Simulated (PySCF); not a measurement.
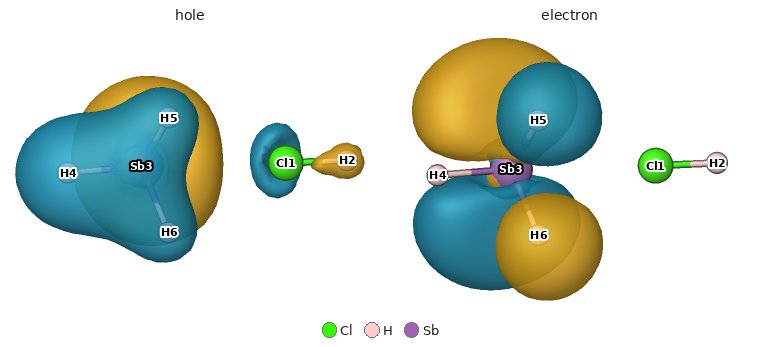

Figure. ClH₄Sb, SMILES `Cl.[SbH3]`. Leading natural transition orbital pair of S₁ (TDA singlet states); the surfaces enclose about 85 % of each orbital's density.

Computed with PySCF, LC-wPBE/def2-SVP, geometry: GFN2-xTB. Core potentials replace the inner electrons of Sb; spin–orbit coupling isn't included. The pair's geometry is semi-empirical, so its contact may be too short or too long. GFN2-xTB bond lengths at metals and heavier atoms can be off by up to 0.1 Å and shapes distorted, which carries into these values. Without diffuse functions Rydberg states are missing, so the states' numbers hold for this basis only.

Give its energy and the atoms that hole and electron lie on.

Answer. 6.67 eV (186 nm), f = 0.126 (bright); the leading pair carries 96 %; hole on Sb3 (71 %), H4 (15 %) and H5 and H6 (5 % each), electron on Sb3 (67 %) and H5 and H6 (14 % each); their centroids lie 0.2 Å apart. In canonical orbitals it is mainly HOMO → LUMO+1 (92 %). The HOMO–LUMO gap is 11.68 eV.

Cost of the run: 44 s on 1 thread of Arm Neoverse V1 (shared host), peak memory 0.4 GiB.
